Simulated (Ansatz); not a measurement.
# SiH (quartet): wave-function methods side by side at distance Si1–H2 = 1.336 Å, cc-pVQZ

Aim: climb from Hartree-Fock through coupled cluster and multireference methods for SiH (quartet) at one geometry and basis, and see what each rung misses.

The runs use Ansatz 0.2.0, Gaussian basis; cc-pVQZ, core rule «outside noble gas», up to 5 orbitals frozen.

The runs, in order: UHF; CCSD(T) on ROHF; CCSD(T) on UHF; BCCD(T) on ROHF; CCSDT(Q) on ROHF; CCSDT(Q) on UHF; CASSCF and MRCISD+Q, 5 electrons in 5 orbitals; CASSCF and NEVPT2, 5 electrons in 5 orbitals.

10 further runs of the same task are left out: 10 that didn't finish. Runs told in other sessions of the task aren't counted.

## Step 1: The system

The geometry derives from a PBE0/def2-TZVP stationary point (not a proven minimum). One bond is set to the value named and the two fragments are kept rigid.

2 atoms, charge 0, spin multiplicity 4.

Atoms are counted from 1 here; the program's logs count them from 0.

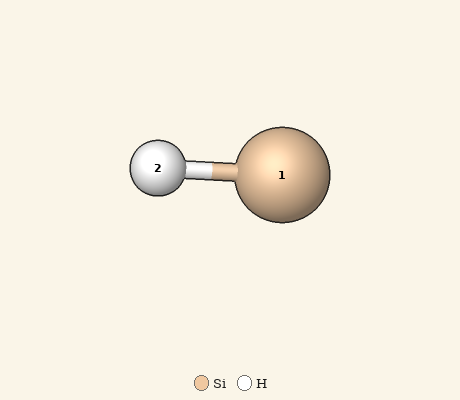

The structure; silicon light orange, hydrogen white; atoms are numbered from 1 in the order of the file.

Coordinates:

```xyz
2
HSi
Si    0.0000    0.0000    0.0000
H     0.0000    0.0000    1.3360
```

In the tables R marks a restricted open-shell determinant and U an unrestricted one; 'valence' is the active space of 5 electrons in 5 orbitals; energies count from the table's Hartree-Fock row.

## Step 2: UHF

The input, in.yaml:

```yaml
crystal:
  periodic: [false, false, false]
  atoms:
    - {symbol: Si, position_ang: [0.000000, 0.000000, 0.000000]}
    - {symbol: H, position_ang: [0.000000, 0.000000, 1.336000]}
basis:
  gaussian: {orbitals: cc-pVQZ}
magnetization: {spin_polarized: true, initial_magnetization: 3}
hamiltonian: {xc: hf}
output: {orbitals: {seedname: orbitals}}
```

Command:

```console
$ ansatz run in.yaml --threads 1 --pin off --events-out ev --progress --plain --max-ram 4096MiB --backend cpu
```

The log of the run:

```text
Functional definition: HF
  name "HF"
  cite "Fock, Z. Phys. 61, 126 (1930) doi:10.1007/BF01340294"
  parent pbe
  exchange = exact_x
  correlation = 0
444 factors; their error is unknown
mean field evaluation 1: about -7873.9376 eV, gradient 6.3e0 eV
mean field evaluation 2: about -7874.4487 eV, gradient 2.7e0 eV
mean field evaluation 4: about -7874.6903 eV, gradient 5.5e-1 eV
mean field evaluation 8: about -7874.9401 eV, gradient 2.1e-1 eV
mean field -7874.94026376 eV, -289.3987168668 hartree, gradient 1.4e-5 eV, S^2 3.751588; 0 other end points of the search recorded, 0 dependent functions left out
reference -7874.94026376 eV, -289.3987168668 hartree; 9, 6 occupied and 80, 83 virtual orbitals, 444 factors
Total energy: -7874.94026376 eV, -289.3987168668 hartree
```

Run time: 0.3 s. Hardware: 1 thread of AMD EPYC 7R13, shared host.

From the report: ⟨S²⟩ of the determinant 3.752 (pure quartet: 3.75).

## Step 3: CCSD(T) on ROHF

The input, in.yaml:

```yaml
crystal:
  periodic: [false, false, false]
  atoms:
    - {symbol: Si, position_ang: [0.000000, 0.000000, 0.000000]}
    - {symbol: H, position_ang: [0.000000, 0.000000, 1.336000]}
basis:
  gaussian: {orbitals: cc-pVQZ}
magnetization: {spin_polarized: false, initial_magnetization: 3}
correlation: {method: ccsd_t, electrons: outside_noble_gas}
```

Launched as before.

The log of the run, cut to the lines that bear on the results:

```text
Functional definition: HF
  name "HF"
  cite "Fock, Z. Phys. 61, 126 (1930) doi:10.1007/BF01340294"
  parent pbe
[...]
527 factors; integrals over basis functions are off by at most 9.4e-4 eV
[...]
mean field -7874.91971547 eV, -289.3979617311 hartree, gradient 1.7e-6 eV, S^2 3.750000; 0 other end points of the search recorded, 0 dependent functions left out
[...]
5 core orbitals not correlated: weight in the atoms' cores, before any rotation towards them, 1.000 or more for the frozen orbitals, at most 0.000 for the correlated occupied ones
reference -7874.91971547 eV, -289.3979617311 hartree; 4, 1 occupied and 80, 83 virtual orbitals, 527 factors
second order -1.77064474 eV of doubles, -0.01322210 eV of singles
cycle   1  -2.06735616 eV  change   -2.8e-1 eV  update   5.0e-2
[...]
cycle  10  -2.22545095 eV  change   -4.3e-6 eV  update   3.2e-6
perturbative correction -0.07924767 eV, -0.0029122983 hartree
Total energy: -7877.22441409 eV, -289.4826578433 hartree
```

Wall time 2.2 s (1 thread of AMD EPYC 7R13, shared host); peak memory 0.33 GiB.

From the report: correlation -2.3047 eV; T1 0.030; largest double amplitude 0.06.

## Step 4: CCSD(T) on UHF

in.yaml, as its differences from that of step 3:

```diff
@@ -7,3 +7,3 @@
   gaussian: {orbitals: cc-pVQZ}
-magnetization: {spin_polarized: false, initial_magnetization: 3}
+magnetization: {spin_polarized: true, initial_magnetization: 3}
 correlation: {method: ccsd_t, electrons: outside_noble_gas}
```

Launched as before.

The log of the run, cut to the lines that bear on the results:

```text
Functional definition: HF
  name "HF"
  cite "Fock, Z. Phys. 61, 126 (1930) doi:10.1007/BF01340294"
  parent pbe
[...]
527 factors; integrals over basis functions are off by at most 9.4e-4 eV
[...]
mean field -7874.94048742 eV, -289.3987250864 hartree, gradient 1.7e-6 eV, S^2 3.751588; 0 other end points of the search recorded, 0 dependent functions left out
5 core orbitals not correlated: weight in the atoms' cores, before any rotation towards them, 1.000 or more for the frozen orbitals, at most 0.000 for the correlated occupied ones
reference -7874.94048742 eV, -289.3987250864 hartree; 4, 1 occupied and 80, 83 virtual orbitals, 527 factors
second order -1.76459535 eV of doubles, -0.00000000 eV of singles
cycle   1  -2.04709002 eV  change   -2.8e-1 eV  update   5.0e-2
[...]
cycle  10  -2.20628897 eV  change   -4.7e-6 eV  update   3.3e-6
perturbative correction -0.07929301 eV, -0.0029139643 hartree
Total energy: -7877.22606940 eV, -289.4827186749 hartree
```

It took 2.5 s on 1 thread of AMD EPYC 7R13, shared host; peak memory 0.33 GiB.

From the report: ⟨S²⟩ of the determinant 3.752 (pure quartet: 3.75); correlation -2.2856 eV; T1 0.029; largest double amplitude 0.06.

## Step 5: BCCD(T) on ROHF

The input, in.yaml:

```yaml
crystal:
  periodic: [false, false, false]
  atoms:
    - {symbol: Si, position_ang: [0.000000, 0.000000, 0.000000]}
    - {symbol: H, position_ang: [0.000000, 0.000000, 1.336000]}
basis:
  gaussian: {orbitals: cc-pVQZ}
magnetization: {spin_polarized: false, initial_magnetization: 3}
correlation: {method: bccd_t, electrons: outside_noble_gas}
```

Command:

```console
$ ansatz run in.yaml --threads 2 --pin off --events-out ev --progress --plain --max-ram 24576MiB --backend cuda --devices 0, --max-vram 18GiB
```

The log of the run, cut to the lines that bear on the results:

```text
Functional definition: HF
  name "HF"
  cite "Fock, Z. Phys. 61, 126 (1930) doi:10.1007/BF01340294"
  parent pbe
[...]
527 factors; integrals over basis functions are off by at most 9.4e-4 eV
[...]
mean field -7874.91971547 eV, -289.3979617311 hartree, gradient 1.7e-6 eV, S^2 3.750000; 0 other end points of the search recorded, 0 dependent functions left out
[...]
5 core orbitals not correlated: weight in the atoms' cores, before any rotation towards them, 1.000 or more for the frozen orbitals, at most 0.000 for the correlated occupied ones
reference -7874.91971547 eV, -289.3979617311 hartree; 4, 1 occupied and 80, 83 virtual orbitals, 527 factors
second order -1.77064474 eV of doubles, -0.01322210 eV of singles
cycle   1  -2.07977887 eV  change   -3.0e-1 eV  update   5.0e-2
[...]
cycle  10  -2.22094734 eV  change   -4.1e-6 eV  update   3.4e-6
perturbative correction -0.08398198 eV, -0.0030862810 hartree
Total energy: -7877.22464479 eV, -289.4826663215 hartree
```

Wall time 4.6 s (1 × H100 (card shared with other runs) with 2 threads of AMD EPYC 7R13, shared host); peak host memory 0.84 GiB.

From the report: correlation -2.3049 eV; largest double amplitude 0.06.

## Step 6: CCSDT(Q) on ROHF

in.yaml, as its differences from that of step 5:

```diff
@@ -8,2 +8,2 @@
 magnetization: {spin_polarized: false, initial_magnetization: 3}
-correlation: {method: bccd_t, electrons: outside_noble_gas}
+correlation: {method: ccsdt_q, electrons: outside_noble_gas}
```

Launched as before.

The log of the run, cut to the lines that bear on the results:

```text
Functional definition: HF
  name "HF"
  cite "Fock, Z. Phys. 61, 126 (1930) doi:10.1007/BF01340294"
  parent pbe
[...]
1006 factors; integrals over basis functions are off by at most 2.4e-7 eV
[...]
mean field -7874.91972047 eV, -289.3979619148 hartree, gradient 1.5e-6 eV, S^2 3.750000; 0 other end points of the search recorded, 0 dependent functions left out
5 core orbitals not correlated: weight in the atoms' cores, before any rotation towards them, 1.000 or more for the frozen orbitals, at most 0.000 for the correlated occupied ones
reference -7874.91972047 eV, -289.3979619148 hartree; 4, 1 occupied and 80, 83 virtual orbitals, 1006 factors
second order -1.77064721 eV of doubles, -0.01322216 eV of singles
cycle   1  -2.06735345 eV  change   -2.8e-1 eV  update   5.5e-2
[...]
cycle  15  -2.32438003 eV  change    2.4e-7 eV  update   9.8e-8
perturbative correction -0.00174143 eV, -0.0000639964 hartree
Total energy: -7877.24584193 eV, -289.4834453018 hartree
```

It took 4.9 s on 1 × H100 (card shared with other runs) with 2 threads of AMD EPYC 7R13, shared host; peak host memory 0.85 GiB.

From the report: correlation -2.3261 eV; T1 0.033; largest double amplitude 0.06.

## Step 7: CCSDT(Q) on UHF

in.yaml, as its differences from that of step 6:

```diff
@@ -7,3 +7,3 @@
   gaussian: {orbitals: cc-pVQZ}
-magnetization: {spin_polarized: false, initial_magnetization: 3}
+magnetization: {spin_polarized: true, initial_magnetization: 3}
 correlation: {method: ccsdt_q, electrons: outside_noble_gas}
```

The command is unchanged.

The log of the run, cut to the lines that bear on the results:

```text
Functional definition: HF
  name "HF"
  cite "Fock, Z. Phys. 61, 126 (1930) doi:10.1007/BF01340294"
  parent pbe
[...]
1006 factors; integrals over basis functions are off by at most 2.4e-7 eV
[...]
mean field -7874.94049252 eV, -289.3987252736 hartree, gradient 1.8e-6 eV, S^2 3.751588; 0 other end points of the search recorded, 0 dependent functions left out
5 core orbitals not correlated: weight in the atoms' cores, before any rotation towards them, 1.000 or more for the frozen orbitals, at most 0.000 for the correlated occupied ones
reference -7874.94049252 eV, -289.3987252736 hartree; 4, 1 occupied and 80, 83 virtual orbitals, 1006 factors
second order -1.76459767 eV of doubles, -0.00000000 eV of singles
cycle   1  -2.04708733 eV  change   -2.8e-1 eV  update   5.5e-2
[...]
cycle  15  -2.30540821 eV  change    9.9e-8 eV  update   9.7e-8
perturbative correction -0.00189951 eV, -0.0000698057 hartree
Total energy: -7877.24780024 eV, -289.4835172685 hartree
```

Run time: 3.9 s. Hardware: 1 × H100 (card shared with other runs) with 2 threads of AMD EPYC 7R13, shared host; peak host memory 0.85 GiB.

From the report: ⟨S²⟩ of the determinant 3.752 (pure quartet: 3.75); correlation -2.3073 eV; T1 0.032; largest double amplitude 0.06.

## Step 8: CASSCF and MRCISD+Q, 5 electrons in 5 orbitals

The input, in.yaml:

```yaml
crystal:
  periodic: [false, false, false]
  atoms:
    - {symbol: Si, position_ang: [0.000000, 0.000000, 0.000000]}
    - {symbol: H, position_ang: [0.000000, 0.000000, 1.336000]}
basis:
  gaussian: {orbitals: cc-pVQZ}
magnetization: {spin_polarized: false, initial_magnetization: 3}
correlation: {method: fic_mrcisd_q, electrons: outside_noble_gas, active_space: {window: {electrons: 5, orbitals: 5}, shells: [{species: H, l: s, shell: 1}, {species: Si, l: s, shell: 3}, {species: Si, l: p, shell: 3}]}}
```

The command is unchanged.

The log of the run, cut to the lines that bear on the results:

```text
Functional definition: HF
  name "HF"
  cite "Fock, Z. Phys. 61, 126 (1930) doi:10.1007/BF01340294"
  parent pbe
[...]
1006 factors; integrals over basis functions are off by at most 2.4e-7 eV
[...]
mean field -7874.91972047 eV, -289.3979619148 hartree, gradient 1.5e-6 eV, S^2 3.750000; 0 other end points of the search recorded, 0 dependent functions left out
reference -7874.91972047 eV, -289.3979619148 hartree; 9, 6 occupied and 80, 83 virtual orbitals, 1006 factors
state -7875.31937874 eV, -289.4126490854 hartree
contracted CI cycle   1: correlation 0.00000000 eV, 0.0000000000 hartree, residual 1.09e1 eV
contracted CI cycle   2: correlation -1.70259022 eV, -0.0625690366 hartree, residual 2.78e0 eV
contracted CI cycle   3: correlation -1.80007434 eV, -0.0661515119 hartree, residual 6.83e-1 eV
contracted CI cycle   4: correlation -1.80658549 eV, -0.0663907922 hartree, residual 2.32e-1 eV
contracted CI cycle   5: correlation -1.80721584 eV, -0.0664139570 hartree, residual 6.62e-2 eV
contracted CI cycle   6: correlation -1.80727006 eV, -0.0664159498 hartree, residual 1.78e-2 eV
contracted CI cycle   7: correlation -1.80727376 eV, -0.0664160858 hartree, residual 4.75e-3 eV
contracted CI cycle   8: correlation -1.80727402 eV, -0.0664160952 hartree, residual 1.28e-3 eV
contracted CI cycle   9: correlation -1.80727404 eV, -0.0664160959 hartree, residual 3.80e-4 eV
state -7875.31937874 eV, -289.4126490854 hartree; corrected -7877.20660733 eV, -289.4820034569 hartree
Total energy: -7877.20660733 eV, -289.4820034569 hartree
Checks for a lower state left out: starts, orbital_swaps
```

Run time: 3.2 s. Hardware: 1 × H100 (card shared with other runs) with 2 threads of AMD EPYC 7R13, shared host; peak host memory 0.77 GiB.

From the report: 11 determinants; active occupations 1.98, 1.00, 1.00, 1.00, 0.02.

## Step 9: CASSCF and NEVPT2, 5 electrons in 5 orbitals

The input, in.yaml:

```yaml
crystal:
  periodic: [false, false, false]
  atoms:
    - {symbol: Si, position_ang: [0.000000, 0.000000, 0.000000]}
    - {symbol: H, position_ang: [0.000000, 0.000000, 1.336000]}
basis:
  gaussian: {orbitals: cc-pVQZ}
magnetization: {spin_polarized: false, initial_magnetization: 3}
correlation: {method: sc_nevpt2, electrons: outside_noble_gas, active_space: {window: {electrons: 5, orbitals: 5}, shells: [{species: H, l: s, shell: 1}, {species: Si, l: s, shell: 3}, {species: Si, l: p, shell: 3}]}}
```

Command:

```console
$ ansatz run in.yaml --threads 1 --pin off --events-out ev --progress --plain --max-ram 4096MiB --backend cpu
```

The log of the run:

```text
Functional definition: HF
  name "HF"
  cite "Fock, Z. Phys. 61, 126 (1930) doi:10.1007/BF01340294"
  parent pbe
  exchange = exact_x
  correlation = 0
1006 factors; integrals over basis functions are off by at most 2.4e-7 eV
mean field evaluation 1: about -7873.8696 eV, gradient 7.4e0 eV
mean field evaluation 2: about -7873.8704 eV, gradient 7.4e0 eV
mean field evaluation 4: about -7874.8622 eV, gradient 1.4e0 eV
mean field evaluation 8: about -7874.9197 eV, gradient 6.4e-2 eV
mean field -7874.91972047 eV, -289.3979619148 hartree, gradient 1.5e-6 eV, S^2 3.750000; 0 other end points of the search recorded, 0 dependent functions left out
reference -7874.91972047 eV, -289.3979619148 hartree; 9, 6 occupied and 80, 83 virtual orbitals, 1006 factors
state -7875.31937874 eV, -289.4126490854 hartree
state -7875.31937874 eV, -289.4126490854 hartree; corrected -7876.66692175 eV, -289.4621703776 hartree
Total energy: -7876.66692175 eV, -289.4621703776 hartree
Checks for a lower state left out: starts, orbital_swaps
```

Run time: 2.2 s. Hardware: 1 thread of AMD EPYC 7R13, shared host.

From the report: 11 determinants; active occupations 1.98, 1.00, 1.00, 1.00, 0.02.

## Step 10: How many determinants matter

Natural occupations of the CASSCF valence state about the gap (report; correlated orbitals 1 to 5): 1.981, 1.002, 1.000, 1.000, 0.018. The count of effectively unpaired electrons, Σ n²(2 − n)², is 3.00; a single determinant of this spin has 3.

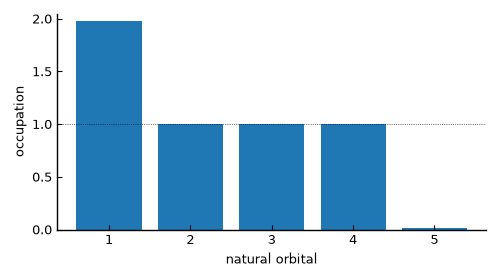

Natural occupations of the CASSCF valence state.

## Step 11: All levels against the top one

The yardstick is UCCSDT(Q), where the cluster series has nearly closed. Rows without a time are mean-field rows or come out of runs for another level: lower rungs of the coupled-cluster runs, CASSCF and MRCISD of the multireference runs, or the Hartree-Fock search.

Differences are taken before rounding.

| method | energy from the lowest ROHF (kJ/mol) | from UCCSDT(Q) (kJ/mol) | time |
| --- | --- | --- | --- |
| ROHF | 0.0 | +224.6 |  |
| UHF | -2.0 | +222.6 |  |
| RMP2 | -172.1 | +52.5 |  |
| UMP2 | -172.3 | +52.4 |  |
| RCCSD | -214.7 | +9.9 |  |
| UCCSD | -214.9 | +9.7 |  |
| RCCSD(T) | -222.4 | +2.3 | 2.2 s |
| UCCSD(T) | -222.5 | +2.1 | 2.5 s |
| BCCD(T) | -222.4 | +2.2 | 4.6 s (GPU) |
| RCCSDT | -224.3 | +0.4 |  |
| UCCSDT | -224.4 | +0.2 |  |
| RCCSDT(Q) | -224.4 | +0.2 | 4.9 s (GPU) |
| UCCSDT(Q) | -224.6 | 0 | 3.9 s (GPU) |
| CASSCF valence | -38.6 | +186.1 |  |
| NEVPT2 valence | -168.6 | +56.0 | 2.2 s |
| MRCISD valence | -212.9 | +11.7 |  |
| MRCISD+Q valence | -220.7 | +4.0 | 3.2 s (GPU) |

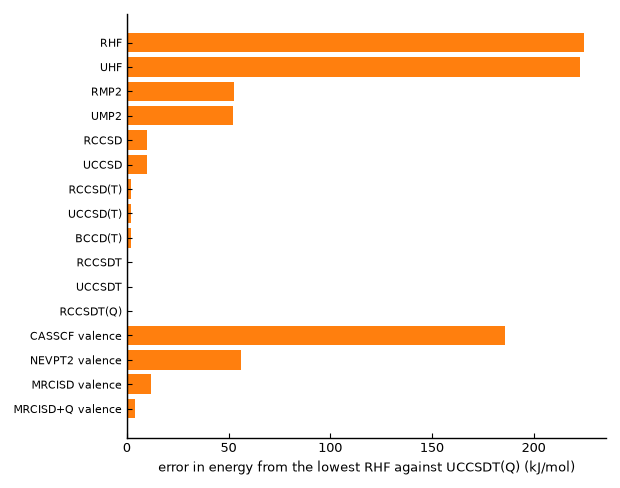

How far each level lands from UCCSDT(Q).

Some runs used a GPU and others CPU threads alone; cost is compared among the CPU runs only.

## Step 12: Summary of results

| quantity | value |
| --- | --- |
| UCCSDT(Q) from the ROHF energy | -2.3281 eV |
| RMP2 from UCCSDT(Q) | +52.5 kJ/mol |
| UMP2 from UCCSDT(Q) | +52.4 kJ/mol |
| RCCSD from UCCSDT(Q) | +9.9 kJ/mol |
| RCCSD(T) from UCCSDT(Q) | +2.3 kJ/mol |
| UCCSD(T) from UCCSDT(Q) | +2.1 kJ/mol |
| RCCSDT(Q) from UCCSDT(Q) | +0.2 kJ/mol |
| NEVPT2 valence from UCCSDT(Q) | +56.0 kJ/mol |
| MRCISD+Q valence from UCCSDT(Q) | +4.0 kJ/mol |
| levels within 1 kcal/mol (43 meV) | RCCSD(T), UCCSD(T), BCCD(T), RCCSDT, UCCSDT, RCCSDT(Q), MRCISD+Q valence |
| T1 diagnostic | 0.030 |
| effectively unpaired electrons | 3.00 |

In words: RCCSD(T) misses by +2.3 kJ/mol, 1.0 % of the correlation energy. One determinant dominates. Of the multireference levels listed MRCISD+Q valence comes nearest in total energy (+4.0 kJ/mol), which doesn't show that its space is the better one. These misses are within one basis, not against nature; the frozen cores of restricted and unrestricted runs differ, which can shift their rows.
